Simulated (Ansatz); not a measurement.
Method: PBE (plane waves to 420 eV, PAW; Ansatz, a quantum-chemistry and plane-wave program).

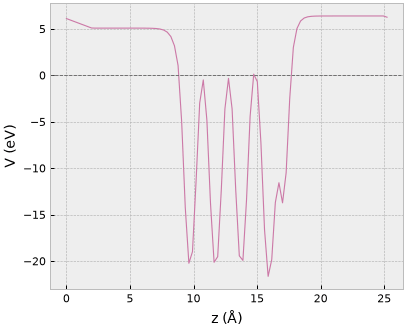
Electrostatic potential energy of an electron, averaged over planes parallel to the surface, in eV from the Fermi level, for C on the 1x1 (111) surface of fcc Ni, ferromagnetic, one in a 1x1 cell, started at the site 'hollow Ni-Ni-Ni over Ni at depth 4.0 Å'

Set-up: 5 atoms, 6.0 Å thick at the start under the adsorbate (thin: gaps and levels are the slab's own); mesh 14x14x1; 0.1 eV smearing; dipole correction on; 2 atoms held, the rest relaxed; held to the start's symmetry, so lower structures may exist; spin-polarised, no spin-orbit, no U, no dispersion correction. At the end it is bonded to 3 Ni. In PBE it is, or lies within 0.03 eV of, the lowest of the starts that converged.

Task: The surface cell has an area of 5.36 Å². What dipole along the normal does the step between the two vacuum levels imply?

Result: the top vacuum level lies 1.31 eV above the bottom one; p = −ε₀ A ΔV (ε₀ = 0.005526 e/(V·Å)) gives -0.04 e·Å a cell.
